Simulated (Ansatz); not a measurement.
**C₄H₈Ge: single points with varied inputs, part 1 of 2**

How do the results and run time of C₄H₈Ge respond when the settings are drawn wide?

Computed with Ansatz 0.2.0, Gaussian basis. Level: the settings change from run to run.

**1. The geometry**

The geometry comes from an earlier relaxation with PBE0-D4 in a triple-zeta def2 set; it is a stationary point, not always the lowest conformer.

SMILES `C=[CH][GeH2][CH]=C`, 13 atoms, charge 0, spin multiplicity 1.

Atoms are counted from 1 here; the program's logs count them from 0.

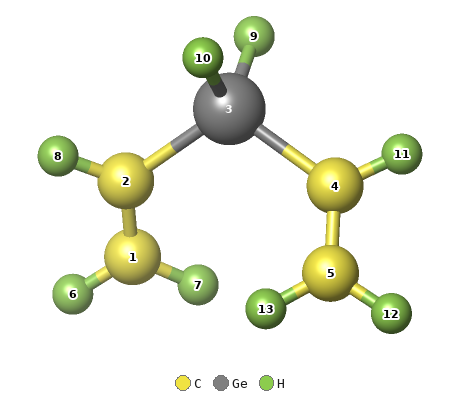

The geometry (carbon yellow, germanium grey, hydrogen green); atoms are numbered from 1 in the order of the file.

**2. PBEsol/def2-mTZVPP**

Options: D3(BJ) with three-body dispersion.

Input file in.yaml:

```yaml
crystal:
  periodic: [false, false, false]
  atoms:
    - {symbol: C, position_ang: [-1.328524, -1.399377, 0.530457]}
    - {symbol: C, position_ang: [-0.031159, -1.589401, 0.322049]}
    - {symbol: Ge, position_ang: [1.300358, -0.174301, 0.373822]}
    - {symbol: C, position_ang: [0.542619, 1.519955, -0.203092]}
    - {symbol: C, position_ang: [-0.487752, 1.632250, -1.032644]}
    - {symbol: H, position_ang: [-2.037641, -2.222748, 0.509737]}
    - {symbol: H, position_ang: [-1.742766, -0.416154, 0.733981]}
    - {symbol: H, position_ang: [0.321155, -2.599461, 0.123623]}
    - {symbol: H, position_ang: [1.855597, -0.011800, 1.803666]}
    - {symbol: H, position_ang: [2.483441, -0.567387, -0.534296]}
    - {symbol: H, position_ang: [1.010215, 2.428036, 0.171952]}
    - {symbol: H, position_ang: [-0.868495, 2.601572, -1.343467]}
    - {symbol: H, position_ang: [-0.996650, 0.764017, -1.441086]}
basis:
  gaussian: {orbitals: def2-mTZVPP}
hamiltonian: {xc: {name: PBEsol}, dispersion: d3bjatm}
```

Launch:

```console
ansatz run in.yaml --threads 4 --pin off --events-out ev --progress --plain --max-ram 11315MiB
```

Output:

```text
Functional definition: PBEsol
  name "PBEsol"
  cite "Perdew et al., Phys. Rev. Lett. 100, 136406 (2008) doi:10.1103/PhysRevLett.100.136406"
  cite "Perdew, Burke & Ernzerhof, Phys. Rev. Lett. 77, 3865 (1996) doi:10.1103/PhysRevLett.77.3865"
  parent pbesol
  exchange = pbesol_x
  correlation = pbesol_c
1543 factors; their error is unknown
mean field evaluation 1: about -60705.6643 eV, gradient 8.5e1 eV
mean field evaluation 2: about -60674.8991 eV, gradient 1.3e2 eV
mean field evaluation 4: about -60721.7894 eV, gradient 8.2e0 eV
mean field evaluation 8: about -60722.0102 eV, gradient 3.8e-1 eV
mean field evaluation 16: about -60721.9794 eV, gradient 8.9e-4 eV
mean field -60721.97935684 eV, -2231.4915825280 hartree, gradient 5.4e-5 eV, S^2 0.000000; 0 other end points of the search recorded, 0 dependent functions left out
reference -60721.97939744 eV, -2231.4915840201 hartree; 32, 32 occupied and 120, 120 virtual orbitals, 1543 factors
Total energy: -60722.10326981 eV, -2231.4961362457 hartree
```

Run time: 2 s. Hardware: 4 threads of Intel Xeon Platinum 8375C at 2.90GHz, shared host.

**3. r2SCAN0/def2-mTZVP**

Set apart from the defaults: charge -1, multiplicity 2, restricted open-shell orbitals, D4 dispersion.

Changes to in.yaml since step 2:

```diff
@@ -17,3 +17,5 @@
 basis:
-  gaussian: {orbitals: def2-mTZVPP}
-hamiltonian: {xc: {name: PBEsol}, dispersion: d3bjatm}
+  gaussian: {orbitals: def2-mTZVP}
+total_charge: -1
+magnetization: {spin_polarized: false, initial_magnetization: 1}
+hamiltonian: {xc: {name: r2SCAN0}, dispersion: d4}
```

Launched as before.

Output:

```text
Functional definition: r2SCAN0
  name "r2SCAN0"
  cite "Bursch, Neugebauer, Ehlert & Grimme, J. Chem. Phys. 156, 134105 (2022) doi:10.1063/5.0086040"
  cite "Furness, Kaplan, Ning, Perdew & Sun, J. Phys. Chem. Lett. 11, 8208 (2020) doi:10.1021/acs.jpclett.0c02405"
  cite "Furness, Kaplan, Ning, Perdew & Sun, J. Phys. Chem. Lett. 11, 9248 (2020) doi:10.1021/acs.jpclett.0c03077"
  parent r2scan
  parameter a = 0.25
  parameter k0 = 0.174
  parameter k1 = 0.065
  parameter a1 = 4.9479
  exchange = (1 - a)*r2scan_x(k0 = k0, k1 = k1, a1 = a1) + a*exact_x
  correlation = r2scan_c
1330 factors; integrals over basis functions are off by at most 1.1e-3 eV
mean field evaluation 1: about -60783.3854 eV, gradient 5.6e1 eV
mean field evaluation 2: about -60783.3866 eV, gradient 5.6e1 eV
mean field evaluation 4: about -60790.3747 eV, gradient 1.0e1 eV
mean field evaluation 8: about -60790.8009 eV, gradient 6.2e-1 eV
mean field evaluation 16: about -60790.7974 eV, gradient 5.1e-3 eV
mean field evaluation 32: about -60790.4212 eV, gradient 6.8e0 eV
mean field -60790.79744543 eV, -2234.0206006370 hartree, gradient 1.9e-6 eV, S^2 0.750000; 5 other end points of the search recorded, 0 dependent functions left out
reference -60790.79745782 eV, -2234.0206010923 hartree; 33, 32 occupied and 103, 104 virtual orbitals, 1330 factors
Total energy: -60790.89810682 eV, -2234.0242998750 hartree
```

It took 25 s on 4 threads of Intel Xeon Platinum 8375C at 2.90GHz, shared host; peak memory 0.53 GiB.

**4. PBE0/cc-pVTZ**

This run has a point charge of 0.50 e beside it, high accuracy.

Changes to in.yaml since step 3:

```diff
@@ -17,5 +17,5 @@
 basis:
-  gaussian: {orbitals: def2-mTZVP}
-total_charge: -1
-magnetization: {spin_polarized: false, initial_magnetization: 1}
-hamiltonian: {xc: {name: r2SCAN0}, dispersion: d4}
+  gaussian: {orbitals: cc-pVTZ, point_charges: [{charge: 0.50, position_ang: [5.368, -0.826, 0.390]}]}
+hamiltonian: {xc: {name: PBE0}}
+accuracy: high
+output: {forces: true}
```

The command is unchanged.

Output:

```text
Functional definition: PBE0
  name "PBE0"
  cite "Adamo & Barone, J. Chem. Phys. 110, 6158 (1999) doi:10.1063/1.478522"
  cite "Perdew, Burke & Ernzerhof, Phys. Rev. Lett. 77, 3865 (1996) doi:10.1103/PhysRevLett.77.3865"
  parent pbe
  parameter a = 0.25
  parameter kappa = 0.804
  parameter beta = 0.06672455060314922
  exchange = (1 - a)*pbe_x(kappa = kappa, mu = beta*pi^2/3) + a*exact_x
  correlation = pbe_c(beta = beta)
4879 factors; integrals over basis functions are off by at most 2.3e-8 eV
mean field evaluation 1: about -60775.8593 eV, gradient 6.4e1 eV
mean field evaluation 2: about -60771.7430 eV, gradient 7.3e1 eV
mean field evaluation 4: about -60785.0457 eV, gradient 1.5e0 eV
mean field evaluation 8: about -60785.1870 eV, gradient 2.2e-1 eV
mean field evaluation 16: about -60785.1871 eV, gradient 1.2e-4 eV
mean field -60785.18713220 eV, -2233.8144254286 hartree, gradient 2.5e-8 eV, S^2 0.000000; 0 other end points of the search recorded, 0 dependent functions left out
the calculation of the forces begins
reference -60785.18713557 eV, -2233.8144255525 hartree; 32, 32 occupied and 243, 243 virtual orbitals, 4879 factors
Total energy: -60785.18713557 eV, -2233.8144255525 hartree
Atom 0 at    -1.328524    -1.399377     0.530457 Å, force    -0.004636     0.055163     0.020870 eV/Å
Atom 1 at    -0.031159    -1.589401     0.322049 Å, force     0.111074    -0.104792    -0.027083 eV/Å
Atom 2 at     1.300358    -0.174301     0.373822 Å, force    -0.478512     0.096151     0.067666 eV/Å
Atom 3 at     0.542619     1.519955    -0.203092 Å, force     0.133644     0.061591    -0.003534 eV/Å
Atom 4 at    -0.487752     1.632250    -1.032644 Å, force    -0.008445    -0.045839    -0.031671 eV/Å
Atom 5 at    -2.037641    -2.222748     0.509737 Å, force     0.036299     0.020276    -0.001971 eV/Å
Atom 6 at    -1.742766    -0.416154     0.733981 Å, force     0.004894    -0.030175    -0.004645 eV/Å
Atom 7 at     0.321155    -2.599461     0.123623 Å, force    -0.017757     0.020045     0.003272 eV/Å
Atom 8 at     1.855597    -0.011800     1.803666 Å, force     0.102511    -0.010324     0.002214 eV/Å
Atom 9 at     2.483441    -0.567387    -0.534296 Å, force     0.191534    -0.050555    -0.045482 eV/Å
Atom 10 at     1.010215     2.428036     0.171952 Å, force    -0.018823    -0.021628    -0.000634 eV/Å
Atom 11 at    -0.868495     2.601572    -1.343467 Å, force     0.010286    -0.026601     0.030978 eV/Å
Atom 12 at    -0.996650     0.764017    -1.441086 Å, force     0.012680     0.027219     0.003748 eV/Å
Dipole moment:    -0.407185     0.061013    -0.061049 e Å
```

Run time: 28 s. Hardware: 4 threads of Intel Xeon Platinum 8375C at 2.90GHz, shared host; peak memory 2.4 GiB.

Largest force 0.493 eV/Å, dipole 2.00 D.

**5. RPA/def2-mTZVPP**

This run has relativity set to scalar.

Changes to in.yaml since step 4:

```diff
@@ -17,5 +17,4 @@
 basis:
-  gaussian: {orbitals: cc-pVTZ, point_charges: [{charge: 0.50, position_ang: [5.368, -0.826, 0.390]}]}
-hamiltonian: {xc: {name: PBE0}}
-accuracy: high
-output: {forces: true}
+  gaussian: {orbitals: def2-mTZVPP}
+hamiltonian: {xc: {name: HSE06}, pseudopotentials: {relativity: scalar}}
+correlation: {method: rpa}
```

Launched as before.

Output:

```text
Functional definition: HSE06
  name "HSE06"
  cite "Heyd, Scuseria & Ernzerhof, J. Chem. Phys. 118, 8207 (2003) doi:10.1063/1.1564060"
  cite "Krukau, Vydrov, Izmaylov & Scuseria, J. Chem. Phys. 125, 224106 (2006) doi:10.1063/1.2404663"
  cite "Heyd & Scuseria, J. Chem. Phys. 120, 7274 (2004) doi:10.1063/1.1668634"
  cite "Ernzerhof & Perdew, J. Chem. Phys. 109, 3313 (1998) doi:10.1063/1.476928"
  cite "Perdew, Burke & Ernzerhof, Phys. Rev. Lett. 77, 3865 (1996) doi:10.1103/PhysRevLett.77.3865"
  parent pbe
  parameter a = 0.25
  parameter omega = 0.11/bohr
  # The whole range is PBE's own exchange, as in plane waves. The composition of these papers is wPBEh.
  exchange = pbe_x - a*pbe_x_sr(omega) + a*exact_x_sr(omega)
  correlation = pbe_c
1431 factors; integrals over basis functions are off by at most 1.3e-3 eV
108 factors; integrals over basis functions are off by at most 2.6e-7 eV
mean field evaluation 1: about -61240.9919 eV, gradient 6.9e1 eV
mean field evaluation 2: about -61241.2153 eV, gradient 6.9e1 eV
mean field evaluation 4: about -61252.0105 eV, gradient 5.7e0 eV
mean field evaluation 8: about -61252.1015 eV, gradient 6.8e-1 eV
mean field evaluation 16: about -61252.1022 eV, gradient 4.3e-5 eV
mean field -61252.10221869 eV, -2250.9732383707 hartree, gradient 7.0e-6 eV, S^2 0.000000; 0 other end points of the search recorded, 0 dependent functions left out
13 core orbitals not correlated: weight in the atoms' cores, before any rotation towards them, 1.000 or more for the frozen orbitals, at most 0.000 for the correlated occupied ones
reference -61189.56496796 eV, -2248.6750367959 hartree; 19, 19 occupied and 120, 120 virtual orbitals, 1431 factors
Total energy: -61221.84641774 eV, -2249.8613581941 hartree
Relativity: scalar
```

It took 3.9 s on 4 threads of Intel Xeon Platinum 8375C at 2.90GHz, shared host; peak memory 0.42 GiB.

**6. PBE0-DH/def2-TZVPP**

Changes to in.yaml since step 5:

```diff
@@ -17,4 +17,4 @@
 basis:
-  gaussian: {orbitals: def2-mTZVPP}
-hamiltonian: {xc: {name: HSE06}, pseudopotentials: {relativity: scalar}}
-correlation: {method: rpa}
+  gaussian: {orbitals: def2-TZVPP}
+hamiltonian: {xc: {name: PBE0-DH}}
+output: {forces: true}
```

The command is unchanged.

Output:

```text
Functional definition: PBE0-DH
  name "PBE0-DH"
  cite "Brémond & Adamo, J. Chem. Phys. 135, 024106 (2011) doi:10.1063/1.3604569"
  cite "Perdew, Burke & Ernzerhof, Phys. Rev. Lett. 77, 3865 (1996) doi:10.1103/PhysRevLett.77.3865"
  parameter a = 1/2
  parameter c = 1/8
  exchange = (1 - a)*pbe_x + a*exact_x
  correlation = (1 - c)*pbe_c + c*(mp2_os + mp2_ss)
1695 factors; integrals over basis functions are off by at most 1.1e-3 eV
mean field evaluation 1: about -60771.2817 eV, gradient 5.3e1 eV
mean field evaluation 2: about -60771.4231 eV, gradient 5.3e1 eV
mean field evaluation 4: about -60777.8076 eV, gradient 3.9e0 eV
mean field evaluation 8: about -60777.8357 eV, gradient 3.1e-1 eV
mean field evaluation 16: about -60777.8359 eV, gradient 9.6e-5 eV
mean field -60777.83592791 eV, -2233.5442736540 hartree, gradient 3.6e-6 eV, S^2 0.000000; 0 other end points of the search recorded, 0 dependent functions left out
13 core orbitals not correlated: weight in the atoms' cores, before any rotation towards them, 1.000 or more for the frozen orbitals, at most 0.000 for the correlated occupied ones
reference -60777.83595092 eV, -2233.5442744996 hartree; 19, 19 occupied and 252, 252 virtual orbitals, 1695 factors
second order -30.62533264 eV of doubles, -0.00000000 eV of singles
the calculation of the forces begins
Total energy: -60781.66411750 eV, -2233.6849570266 hartree
Atom 0 at    -1.328524    -1.399377     0.530457 Å, force    -0.044001    -0.008187     0.011919 eV/Å
Atom 1 at    -0.031159    -1.589401     0.322049 Å, force     0.026684    -0.028835    -0.009355 eV/Å
Atom 2 at     1.300358    -0.174301     0.373822 Å, force    -0.005592     0.001428    -0.000501 eV/Å
Atom 3 at     0.542619     1.519955    -0.203092 Å, force     0.026429     0.021974     0.021958 eV/Å
Atom 4 at    -0.487752     1.632250    -1.032644 Å, force    -0.030071     0.015946    -0.030214 eV/Å
Atom 5 at    -2.037641    -2.222748     0.509737 Å, force     0.106037     0.110706     0.001857 eV/Å
Atom 6 at    -1.742766    -0.416154     0.733981 Å, force     0.071663    -0.132439    -0.033804 eV/Å
Atom 7 at     0.321155    -2.599461     0.123623 Å, force    -0.068348     0.133486     0.029650 eV/Å
Atom 8 at     1.855597    -0.011800     1.803666 Å, force    -0.047466    -0.011087    -0.111434 eV/Å
Atom 9 at     2.483441    -0.567387    -0.534296 Å, force    -0.096264     0.029881     0.068300 eV/Å
Atom 10 at     1.010215     2.428036     0.171952 Å, force    -0.078281    -0.114776    -0.063788 eV/Å
Atom 11 at    -0.868495     2.601572    -1.343467 Å, force     0.059748    -0.132416     0.047941 eV/Å
Atom 12 at    -0.996650     0.764017    -1.441086 Å, force     0.079462     0.114319     0.067472 eV/Å
Dipole moment:    -0.142680     0.017779    -0.041507 e Å
```

It took 22 s on 4 threads of Intel Xeon Platinum 8375C at 2.90GHz, shared host; peak memory 1 GiB.

Largest force 0.155 eV/Å, dipole 0.72 D.

**7. CAM-B3LYP/STO-3G**

Options: D3(BJ) with three-body dispersion.

Changes to in.yaml since step 6:

```diff
@@ -17,4 +17,3 @@
 basis:
-  gaussian: {orbitals: def2-TZVPP}
-hamiltonian: {xc: {name: PBE0-DH}}
-output: {forces: true}
+  gaussian: {orbitals: STO-3G}
+hamiltonian: {xc: {name: CAM-B3LYP}, dispersion: d3bjatm}
```

The command is unchanged.

Output:

```text
Functional definition: CAM-B3LYP
  name "CAM-B3LYP"
  cite "Yanai, Tew & Handy, Chem. Phys. Lett. 393, 51 (2004) doi:10.1016/j.cplett.2004.06.011"
  cite "Iikura, Tsuneda, Yanai & Hirao, J. Chem. Phys. 115, 3540 (2001) doi:10.1063/1.1383587"
  cite "Becke, Phys. Rev. A 38, 3098 (1988) doi:10.1103/PhysRevA.38.3098"
  cite "Lee, Yang & Parr, Phys. Rev. B 37, 785 (1988) doi:10.1103/PhysRevB.37.785"
  cite "Vosko, Wilk & Nusair, Can. J. Phys. 58, 1200 (1980) doi:10.1139/p80-159"
  parameter alpha = 0.19
  parameter beta = 0.46
  parameter omega = 0.33/bohr
  parameter ac = 0.81
  # Exact exchange under (alpha + beta erf(omega r))/r, Becke's under what is left of 1/r.
  exchange = (1 - alpha - beta)*b88_x + beta*b88_x_sr(omega) + alpha*exact_x + beta*exact_x_lr(omega)
  correlation = (1 - ac)*vwn5_c + ac*lyp_c
567 factors; integrals over basis functions are off by at most 4.2e-5 eV
211 factors; integrals over basis functions are off by at most 2.4e-6 eV
mean field evaluation 1: about -60089.2965 eV, gradient 2.0e1 eV
mean field evaluation 2: about -60090.3192 eV, gradient 1.0e1 eV
mean field evaluation 4: about -60090.6868 eV, gradient 1.5e0 eV
mean field evaluation 8: about -60090.5894 eV, gradient 6.6e-3 eV
mean field -60090.58938308 eV, -2208.2884289637 hartree, gradient 1.2e-5 eV, S^2 0.000000; 0 other end points of the search recorded, 0 dependent functions left out
reference -60090.58948862 eV, -2208.2884328424 hartree; 32, 32 occupied and 14, 14 virtual orbitals, 567 factors
Total energy: -60090.83561264 eV, -2208.2974777334 hartree
```

Run time: 0.7 s. Hardware: 4 threads of Intel Xeon Platinum 8375C at 2.90GHz, shared host.

(Continued in part 2 of 2.)
